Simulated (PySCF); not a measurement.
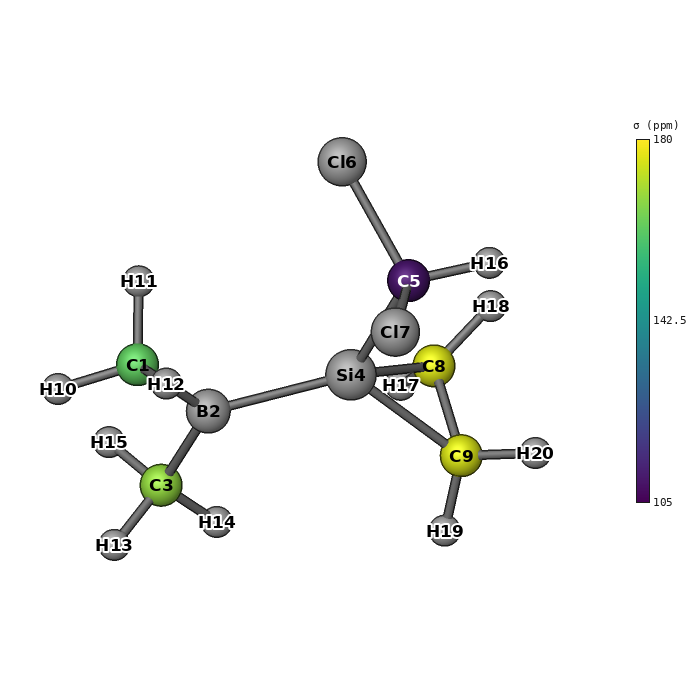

Atoms are coloured by their isotropic NMR shieldings (C only, the others grey). The computed structure is the end point of a GFN2-xTB optimisation. No frequency run is at hand to confirm it as a minimum. Level of theory: GIAO PBE0/pcSseg-1 NMR shielding, non-relativistic, gas phase (PySCF 2.14.0).

> Which C atom is the most shielded (lowest chemical shift)?

C8 (175.8 ppm).

> Which C atom is the least shielded (highest chemical shift)?

C5 (109.5 ppm).

> How wide is the range of C shifts?

66.3 ppm.

List the isotropic NMR shieldings of the C atoms.

```tsv
atom	σ (ppm)
C1	161.6
C3	167.8
C5	109.5
C8	175.8
C9	175.6
```

The geometry is semi-empirical. Around B, Si such bond lengths and angles can be off by a tenth of an ångström or more and by several degrees, and values that hang on the shape move with them.
